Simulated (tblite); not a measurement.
**Run report: C$_{7}$H$_{8}$OSi, geometry relaxation**

C$_{7}$H$_{8}$OSi, SMILES C=C1C(=C)C(C=O)=C1[SiH3], computed with GFN2-xTB geometry optimisation, gas phase (tblite 0.8.0).

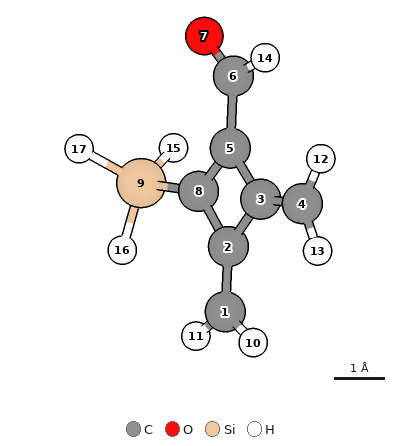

*The structure as given in the input (ball-and-stick view, seen at a tilt; atoms are numbered from 1 in the order of the input).*

Bond lengths as drawn: C–C 1.32 to 1.46 Å, C–H 1.08 to 1.10 Å, C–O 1.23 Å, C–Si 1.87 Å and H–Si 1.47 to 1.48 Å.

Input file:
```
{"job": {"kind": "relax", "xc": "GFN2-xTB", "basis": "xTB"}, "charge": 0, "multiplicity": 1}
C     -0.439800     2.178800    -0.879900
C     -0.370000     0.950900    -0.395700
C     -1.297800    -0.067000    -0.001200
C     -2.635000    -0.166100     0.002300
C     -0.199900    -0.881700     0.351300
C     -0.108000    -2.236100     0.882300
O      0.924200    -2.852100     1.149600
C      0.711500     0.059600    -0.004300
Si     2.576300     0.154100    -0.008300
H     -1.418500     2.630100    -1.074000
H      0.441400     2.757300    -1.091200
H     -3.122100    -1.080900     0.361800
H     -3.260800     0.648900    -0.318900
H     -1.077800    -2.714800     1.051700
H      3.157100    -0.872800    -0.890000
H      2.999000     1.484100    -0.515100
H      3.113200     0.019900     1.369600
```

The first line tells a small driver script what to run in tblite; the rest is the geometry in Å.

Command:
```bash
OMP_NUM_THREADS=1 python <driver script> task.json out
```

Log:
```
step      E/eV     max force
  0    -672.81472    4.015
  1    -672.90065    3.533
  2    -673.01819    0.493
  3    -673.02792    0.357
  4    -673.03333    0.211
  5    -673.03817    0.133
  6    -673.04036    0.164
  7    -673.04313    0.143
  8    -673.04501    0.096
  9    -673.04570    0.076
 10    -673.04662    0.078
 11    -673.04776    0.111
 12    -673.04949    0.144
 13    -673.05137    0.159
 14    -673.05345    0.149
 15    -673.05548    0.119
 16    -673.05757    0.112
 17    -673.05971    0.143
 18    -673.06154    0.118
 19    -673.06273    0.092
 20    -673.06354    0.089
 21    -673.06429    0.088
 22    -673.06517    0.096
 23    -673.06622    0.090
 24    -673.06738    0.072
 25    -673.06841    0.078
 26    -673.06908    0.054
 27    -673.06942    0.053
 28    -673.06961    0.046
 29    -673.06984    0.041
 30    -673.07013    0.049
 31    -673.07044    0.041
 32    -673.07069    0.053
 33    -673.07095    0.058
 34    -673.07133    0.064
 35    -673.07188    0.073
 36    -673.07245    0.064
 37    -673.07289    0.069
 38    -673.07324    0.061
 39    -673.07364    0.067
 40    -673.07413    0.070
 41    -673.07450    0.043
 42    -673.07466    0.034
 43    -673.07473    0.027
 44    -673.07481    0.029
 45    -673.07491    0.026
 46    -673.07502    0.027
 47    -673.07512    0.025
 48    -673.07520    0.025
 49    -673.07527    0.024
 50    -673.07531    0.015
 51    -673.07533    0.012
 52    -673.07534    0.008
```

Trajectory as extended XYZ (Å, eV, eV/Å), 13 of the 53 frames kept, from step=0 to step=52:
```
17
Properties=species:S:1:pos:R:3:forces:R:3 step=0 energy=-672.81472
C    -0.4398    2.1788   -0.8799   -0.6030   0.3940  -0.1680
C    -0.3700    0.9509   -0.3957    0.7990   1.7920  -0.5970
C    -1.2978   -0.0670   -0.0012   -4.0130  -0.0600  -0.1220
C    -2.6350   -0.1661    0.0023    0.4850  -0.5200   0.3040
C    -0.1999   -0.8817    0.3513    1.0490  -2.8060   1.1020
C    -0.1080   -2.2361    0.8823    1.3630  -0.4200   0.2670
O     0.9242   -2.8521    1.1496   -1.1270   1.0210  -0.4460
C     0.7115    0.0596   -0.0043    1.5870   0.3190  -0.1560
Si    2.5763    0.1541   -0.0083    0.7300   0.0890   0.1800
H    -1.4185    2.6301   -1.0740    0.5570  -0.1170   0.0370
H     0.4414    2.7573   -1.0912   -0.0250   0.0430  -0.0200
H    -3.1221   -1.0809    0.3618    0.1920   0.5810  -0.2360
H    -3.2608    0.6489   -0.3189    0.0100  -0.0990  -0.0070
H    -1.0778   -2.7148    1.0517   -0.3100  -0.0740   0.0050
H     3.1571   -0.8728   -0.8900   -0.2100   0.0980   0.1130
H     2.9990    1.4841   -0.5151   -0.2160  -0.2350   0.0710
H     3.1132    0.0199    1.3696   -0.2690  -0.0050  -0.3300
17
Properties=species:S:1:pos:R:3:forces:R:3 step=4 energy=-673.03333
C    -0.4451    2.1947   -0.8861   -0.0110   0.0610  -0.0160
C    -0.3569    0.9707   -0.3987    0.0710  -0.0050   0.0400
C    -1.3344   -0.0720   -0.0020   -0.0060   0.0340  -0.0180
C    -2.6496   -0.1737    0.0089   -0.0670  -0.0520   0.0560
C    -0.1826   -0.9100    0.3608    0.0780  -0.1900   0.0490
C    -0.0962   -2.2484    0.8900    0.0040   0.0510  -0.0130
O     0.9263   -2.8411    1.1447    0.1220   0.0130  -0.0010
C     0.7323    0.0552   -0.0047    0.0670  -0.0140  -0.0090
Si    2.6064    0.1571   -0.0035    0.0700  -0.0100  -0.0010
H    -1.4100    2.6349   -1.0767    0.0920   0.0900  -0.0480
H     0.4406    2.7654   -1.0945   -0.0020   0.1430  -0.0570
H    -3.1273   -1.0728    0.3582   -0.1320   0.0470  -0.0220
H    -3.2662    0.6442   -0.3195   -0.0960  -0.0620  -0.0050
H    -1.0870   -2.7172    1.0518   -0.0060  -0.0450   0.0180
H     3.1489   -0.8711   -0.8866   -0.0560  -0.0480  -0.0120
H     2.9904    1.4775   -0.5134   -0.0710   0.0220  -0.0170
H     3.1034    0.0186    1.3614   -0.0560  -0.0360   0.0560
17
Properties=species:S:1:pos:R:3:forces:R:3 step=9 energy=-673.04570
C    -0.4352    2.1996   -0.8858    0.0110   0.0600  -0.0240
C    -0.3482    0.9741   -0.3946   -0.0420  -0.0310   0.0060
C    -1.3337   -0.0727   -0.0004   -0.0510   0.0210  -0.0040
C    -2.6522   -0.1764    0.0153    0.0090  -0.0010  -0.0170
C    -0.1783   -0.9166    0.3582   -0.0350   0.0150   0.0000
C    -0.0869   -2.2522    0.8905    0.0560   0.0000  -0.0070
O     0.9429   -2.8356    1.1441    0.0200   0.0330  -0.0110
C     0.7375    0.0498   -0.0044   -0.0160   0.0310  -0.0080
Si    2.6128    0.1533   -0.0020    0.0140  -0.0130   0.0180
H    -1.3922    2.6528   -1.0864    0.0130  -0.0140   0.0050
H     0.4369    2.7912   -1.1045    0.0420  -0.0170   0.0110
H    -3.1540   -1.0667    0.3556    0.0340  -0.0130   0.0120
H    -3.2833    0.6292   -0.3188    0.0130   0.0250  -0.0040
H    -1.0763   -2.7265    1.0567    0.0540  -0.0300   0.0150
H     3.1376   -0.8835   -0.8901   -0.0350   0.0080   0.0290
H     2.9746    1.4822   -0.5170   -0.0430  -0.0590   0.0200
H     3.0910    0.0101    1.3738   -0.0450  -0.0150  -0.0440
17
Properties=species:S:1:pos:R:3:forces:R:3 step=13 energy=-673.05137
C    -0.4232    2.2081   -0.8877   -0.0420   0.0060  -0.0120
C    -0.3555    0.9807   -0.3967    0.0610  -0.0190   0.0270
C    -1.3416   -0.0661   -0.0003    0.0310  -0.0270  -0.0270
C    -2.6584   -0.1773    0.0121   -0.0120   0.0320   0.0130
C    -0.1855   -0.9121    0.3559    0.0350  -0.0110   0.0100
C    -0.0682   -2.2483    0.8860   -0.0210  -0.0010   0.0490
O     0.9688   -2.8191    1.1394    0.0950   0.1120  -0.0600
C     0.7280    0.0564   -0.0059   -0.0040  -0.0430   0.0090
Si    2.6024    0.1428    0.0023   -0.0880  -0.0190  -0.0240
H    -1.3772    2.6614   -1.0916   -0.0470   0.0630  -0.0210
H     0.4519    2.7976   -1.1053    0.0160  -0.0790   0.0330
H    -3.1553   -1.0671    0.3582    0.0170  -0.0290   0.0020
H    -3.2881    0.6288   -0.3193   -0.0380   0.0410  -0.0200
H    -1.0421   -2.7446    1.0659   -0.0450  -0.0010  -0.0170
H     3.1189   -0.8935   -0.8839    0.0030  -0.0480  -0.0190
H     2.9498    1.4679   -0.5135    0.0290   0.0480  -0.0170
H     3.0683   -0.0034    1.3744    0.0100  -0.0240   0.0740
17
Properties=species:S:1:pos:R:3:forces:R:3 step=17 energy=-673.05971
C    -0.4160    2.2170   -0.8913   -0.0240  -0.0600   0.0260
C    -0.3615    0.9883   -0.3971   -0.0850  -0.0340  -0.0320
C    -1.3515   -0.0604   -0.0064   -0.0460   0.0200   0.0180
C    -2.6689   -0.1709    0.0101    0.0100   0.0040   0.0070
C    -0.1978   -0.9091    0.3560   -0.0790   0.0150   0.0010
C    -0.0404   -2.2403    0.8885    0.0130   0.0420  -0.0490
O     1.0295   -2.7617    1.1161   -0.0480   0.0590  -0.0140
C     0.7128    0.0578   -0.0061    0.0150   0.0070   0.0030
Si    2.5779    0.1228    0.0072    0.1400   0.0130   0.0280
H    -1.3621    2.6890   -1.1040    0.0570   0.0040   0.0040
H     0.4781    2.7845   -1.0968   -0.0590  -0.0520   0.0210
H    -3.1504   -1.0701    0.3607   -0.0190   0.0660  -0.0380
H    -3.3023    0.6352   -0.3233    0.0040  -0.0600   0.0250
H    -0.9955   -2.7731    1.0768    0.0670   0.0030   0.0100
H     3.0890   -0.9203   -0.8774   -0.0040  -0.0060   0.0040
H     2.9192    1.4535   -0.5104    0.0590  -0.0210   0.0130
H     3.0329   -0.0303    1.3876   -0.0020  -0.0010  -0.0250
17
Properties=species:S:1:pos:R:3:forces:R:3 step=22 energy=-673.06517
C    -0.4159    2.2155   -0.8910    0.0020   0.0330  -0.0190
C    -0.3758    0.9866   -0.4022    0.0160   0.0360   0.0170
C    -1.3654   -0.0548   -0.0066   -0.0070  -0.0240  -0.0100
C    -2.6816   -0.1665    0.0097    0.0000  -0.0070   0.0000
C    -0.2121   -0.9009    0.3551    0.0170  -0.0080  -0.0070
C    -0.0202   -2.2257    0.8808    0.0090  -0.0120   0.0350
O     1.0707   -2.7070    1.0959    0.0570  -0.0120  -0.0030
C     0.7036    0.0619   -0.0077   -0.0380  -0.0010  -0.0170
Si    2.5755    0.1089    0.0132   -0.0950  -0.0130   0.0020
H    -1.3449    2.7110   -1.1122   -0.0430  -0.0010   0.0040
H     0.4891    2.7643   -1.0865    0.0230   0.0110  -0.0100
H    -3.1596   -1.0657    0.3574   -0.0560  -0.0110   0.0070
H    -3.3187    0.6338   -0.3235   -0.0200   0.0080  -0.0030
H    -0.9472   -2.7950    1.0872   -0.0120   0.0080  -0.0120
H     3.0673   -0.9411   -0.8711    0.0220  -0.0170  -0.0110
H     2.9178    1.4372   -0.5043    0.0920   0.0090   0.0030
H     3.0103   -0.0505    1.3957    0.0330   0.0000   0.0240
17
Properties=species:S:1:pos:R:3:forces:R:3 step=26 energy=-673.06908
C    -0.4179    2.2202   -0.8941   -0.0160  -0.0010   0.0100
C    -0.3900    0.9910   -0.4042   -0.0400   0.0020   0.0040
C    -1.3804   -0.0550   -0.0069   -0.0050   0.0060  -0.0160
C    -2.6984   -0.1674    0.0090    0.0120   0.0040   0.0020
C    -0.2200   -0.8959    0.3525   -0.0400  -0.0240  -0.0030
C     0.0011   -2.2160    0.8791    0.0250  -0.0050   0.0060
O     1.1081   -2.6675    1.0809    0.0070  -0.0120   0.0050
C     0.6910    0.0689   -0.0146   -0.0160  -0.0100   0.0190
Si    2.5629    0.0972    0.0181    0.0320   0.0020   0.0020
H    -1.3427    2.7247   -1.1154    0.0020   0.0130  -0.0030
H     0.5002    2.7515   -1.0817   -0.0350   0.0330  -0.0250
H    -3.1884   -1.0635    0.3554    0.0370   0.0310  -0.0100
H    -3.3376    0.6342   -0.3236    0.0420  -0.0180   0.0060
H    -0.9094   -2.8087    1.0934    0.0060   0.0140  -0.0040
H     3.0566   -0.9559   -0.8649   -0.0150  -0.0010   0.0090
H     2.9538    1.4179   -0.4941    0.0230  -0.0290   0.0140
H     3.0042   -0.0637    1.4013   -0.0190  -0.0040  -0.0170
17
Properties=species:S:1:pos:R:3:forces:R:3 step=30 energy=-673.07013
C    -0.4216    2.2217   -0.8932   -0.0130   0.0070  -0.0070
C    -0.3950    0.9920   -0.4037    0.0400   0.0060  -0.0020
C    -1.3825   -0.0556   -0.0090    0.0160  -0.0100   0.0100
C    -2.6993   -0.1668    0.0088    0.0080   0.0030  -0.0050
C    -0.2232   -0.8976    0.3510    0.0460   0.0180  -0.0030
C     0.0070   -2.2158    0.8792   -0.0170   0.0010  -0.0090
O     1.1156   -2.6636    1.0798   -0.0040   0.0100  -0.0010
C     0.6872    0.0696   -0.0128    0.0180   0.0160  -0.0090
Si    2.5615    0.0945    0.0190   -0.0300  -0.0120   0.0040
H    -1.3439    2.7294   -1.1165   -0.0260  -0.0030   0.0020
H     0.4940    2.7562   -1.0859   -0.0220   0.0020   0.0000
H    -3.1882   -1.0610    0.3547   -0.0030  -0.0270   0.0100
H    -3.3350    0.6347   -0.3239   -0.0100   0.0320  -0.0110
H    -0.9021   -2.8093    1.0944    0.0020  -0.0140   0.0080
H     3.0520   -0.9593   -0.8625   -0.0100  -0.0240  -0.0080
H     2.9662    1.4099   -0.4900    0.0140   0.0080  -0.0040
H     3.0002   -0.0670    1.4006   -0.0080  -0.0130   0.0260
17
Properties=species:S:1:pos:R:3:forces:R:3 step=35 energy=-673.07188
C    -0.4363    2.2274   -0.8955    0.0040  -0.0030  -0.0010
C    -0.3982    0.9980   -0.4048   -0.0390  -0.0020  -0.0090
C    -1.3820   -0.0554   -0.0101   -0.0040   0.0380  -0.0050
C    -2.6996   -0.1647    0.0066    0.0000  -0.0030   0.0070
C    -0.2190   -0.8933    0.3468   -0.0450   0.0000   0.0040
C     0.0191   -2.2106    0.8755    0.0300   0.0210   0.0080
O     1.1345   -2.6437    1.0737    0.0030  -0.0060  -0.0040
C     0.6866    0.0792   -0.0155    0.0010  -0.0110  -0.0080
Si    2.5582    0.0827    0.0241    0.0730   0.0000   0.0000
H    -1.3597    2.7353   -1.1168   -0.0200  -0.0480   0.0150
H     0.4751    2.7659   -1.0929    0.0120   0.0190   0.0000
H    -3.1889   -1.0606    0.3541    0.0090   0.0440  -0.0240
H    -3.3315    0.6431   -0.3264    0.0220  -0.0510   0.0210
H    -0.8793   -2.8180    1.0999    0.0050   0.0380  -0.0220
H     3.0324   -0.9803   -0.8588   -0.0160   0.0050   0.0210
H     2.9982    1.3910   -0.4811   -0.0200  -0.0270   0.0080
H     2.9835   -0.0839    1.4114   -0.0140  -0.0140  -0.0110
17
Properties=species:S:1:pos:R:3:forces:R:3 step=39 energy=-673.07364
C    -0.4497    2.2332   -0.8989    0.0090  -0.0090   0.0100
C    -0.4000    1.0046   -0.4076    0.0490  -0.0120  -0.0030
C    -1.3788   -0.0497   -0.0107    0.0050  -0.0240   0.0030
C    -2.6950   -0.1626    0.0056    0.0000   0.0130   0.0040
C    -0.2156   -0.8866    0.3438    0.0370   0.0080   0.0110
C     0.0313   -2.2021    0.8735    0.0010   0.0070  -0.0050
O     1.1486   -2.6316    1.0692    0.0100   0.0250  -0.0110
C     0.6893    0.0867   -0.0210    0.0070   0.0000   0.0060
Si    2.5644    0.0713    0.0296   -0.0660  -0.0120   0.0030
H    -1.3840    2.7251   -1.1121    0.0070  -0.0170   0.0030
H     0.4551    2.7825   -1.1005   -0.0230   0.0080  -0.0010
H    -3.1867   -1.0554    0.3500   -0.0070  -0.0300   0.0080
H    -3.3242    0.6442   -0.3257   -0.0450   0.0270  -0.0130
H    -0.8629   -2.8151    1.0992   -0.0070   0.0410  -0.0170
H     3.0123   -1.0010   -0.8530    0.0200  -0.0120   0.0080
H     3.0229    1.3717   -0.4732   -0.0050   0.0000  -0.0010
H     2.9661   -0.1032    1.4220    0.0090  -0.0130  -0.0050
17
Properties=species:S:1:pos:R:3:forces:R:3 step=43 energy=-673.07473
C    -0.4574    2.2364   -0.9000   -0.0020   0.0030  -0.0040
C    -0.3998    1.0077   -0.4109   -0.0160   0.0070   0.0060
C    -1.3793   -0.0468   -0.0119   -0.0070   0.0040  -0.0060
C    -2.6961   -0.1585    0.0053   -0.0060  -0.0040  -0.0060
C    -0.2134   -0.8798    0.3433   -0.0100   0.0030  -0.0020
C     0.0472   -2.1913    0.8705   -0.0010   0.0010  -0.0030
O     1.1713   -2.6069    1.0596   -0.0050   0.0060  -0.0020
C     0.6891    0.0931   -0.0242   -0.0040   0.0080   0.0050
Si    2.5597    0.0573    0.0350    0.0180  -0.0100  -0.0010
H    -1.3969    2.7188   -1.1099   -0.0010   0.0010  -0.0020
H     0.4411    2.7937   -1.1046   -0.0040   0.0130  -0.0020
H    -3.1875   -1.0539    0.3473    0.0090   0.0020   0.0070
H    -3.3288    0.6472   -0.3266    0.0000  -0.0060   0.0010
H    -0.8410   -2.8103    1.0975   -0.0030  -0.0060   0.0030
H     2.9963   -1.0219   -0.8446    0.0250  -0.0090   0.0030
H     3.0387    1.3518   -0.4653   -0.0080  -0.0030   0.0010
H     2.9498   -0.1245    1.4294    0.0140  -0.0080   0.0000
17
Properties=species:S:1:pos:R:3:forces:R:3 step=48 energy=-673.07520
C    -0.4614    2.2389   -0.9013   -0.0080   0.0090   0.0020
C    -0.4005    1.0112   -0.4102    0.0230   0.0060  -0.0080
C    -1.3799   -0.0443   -0.0137    0.0090   0.0070   0.0060
C    -2.6965   -0.1587    0.0037    0.0120   0.0040   0.0070
C    -0.2140   -0.8763    0.3424    0.0060   0.0000  -0.0010
C     0.0479   -2.1876    0.8687   -0.0080  -0.0020   0.0030
O     1.1727   -2.6013    1.0576   -0.0050   0.0010  -0.0020
C     0.6897    0.0968   -0.0224    0.0040  -0.0080  -0.0070
Si    2.5628    0.0496    0.0362   -0.0230   0.0000   0.0050
H    -1.4044    2.7145   -1.1098   -0.0110   0.0130  -0.0100
H     0.4320    2.8040   -1.1073   -0.0020  -0.0070   0.0050
H    -3.1838   -1.0544    0.3496   -0.0040  -0.0050  -0.0020
H    -3.3308    0.6459   -0.3268   -0.0090  -0.0040  -0.0030
H    -0.8401   -2.8072    1.0963    0.0060  -0.0080   0.0020
H     3.0052   -1.0307   -0.8404    0.0030   0.0050   0.0070
H     3.0401    1.3453   -0.4630    0.0000  -0.0060  -0.0010
H     2.9541   -0.1336    1.4304    0.0070  -0.0040  -0.0040
17
Properties=species:S:1:pos:R:3:forces:R:3 step=52 energy=-673.07534
C    -0.4636    2.2411   -0.9016    0.0010  -0.0010   0.0000
C    -0.4003    1.0131   -0.4111   -0.0080  -0.0020  -0.0010
C    -1.3801   -0.0420   -0.0138   -0.0010  -0.0010   0.0010
C    -2.6966   -0.1581    0.0040   -0.0020   0.0020   0.0030
C    -0.2149   -0.8750    0.3419   -0.0010   0.0010   0.0020
C     0.0494   -2.1858    0.8682    0.0010   0.0000   0.0000
O     1.1760   -2.5957    1.0553    0.0020  -0.0020   0.0000
C     0.6891    0.0975   -0.0233   -0.0020   0.0010  -0.0070
Si    2.5611    0.0460    0.0376    0.0050   0.0010   0.0010
H    -1.4069    2.7166   -1.1116    0.0040   0.0000   0.0000
H     0.4301    2.8057   -1.1071   -0.0010   0.0030   0.0000
H    -3.1833   -1.0545    0.3499    0.0060   0.0010  -0.0020
H    -3.3332    0.6447   -0.3273   -0.0010  -0.0030  -0.0010
H    -0.8351   -2.8095    1.0971   -0.0030   0.0000   0.0000
H     3.0062   -1.0343   -0.8374   -0.0020   0.0020   0.0030
H     3.0407    1.3407   -0.4618    0.0000  -0.0020  -0.0010
H     2.9543   -0.1386    1.4309    0.0020  -0.0020   0.0010
```

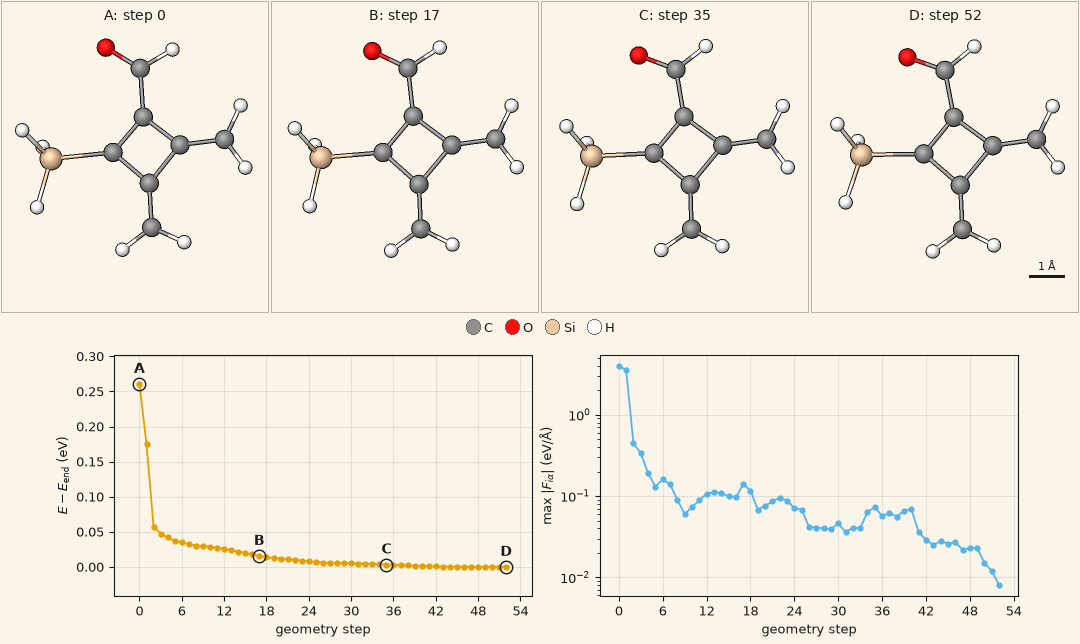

*Frames of the relaxation (ball-and-stick view, seen at a tilt) above the curves, on which the letters mark them (steps are counted from 0).*

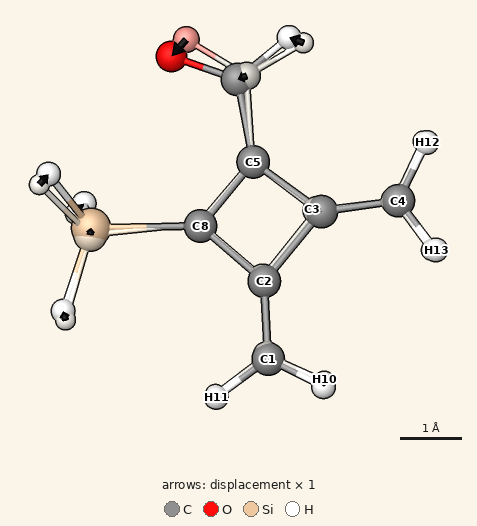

*Start (faint) and end (solid) with the displacements as black arrows, at true length (ball-and-stick view, seen at a tilt). The two geometries are laid on each other by the best rigid fit.*

The largest move after the best rigid fit is that of O7, 0.37 Å. By element the largest moves are O 0.37 Å, H 0.27 Å, C 0.17 Å, Si 0.12 Å. Among the contacts that change: C3–C5 1.412 → 1.476 Å, C2–C3 1.433 → 1.494 Å, Si9–H17 1.485 → 1.459 Å, C5–C6 1.458 → 1.437 Å. Among the angles that change: C5–C8–Si9 134.9° → 128.9°, C3–C5–C6 132.5° → 138.4°, C6–C5–C8 134.2° → 128.4°. The energy falls by 0.261 eV in 52 geometry steps. Largest force component: 4 eV/Å at the start, 0.008 eV/Å at the end. (Atoms are counted from 1 in the order of the input.)

Key numbers:

- outcome: converged
- total energy: −673.0753 eV
- hardware: 1 CPU thread, shared host
- wall time: 0.7 s
- peak memory: 0.18 GiB
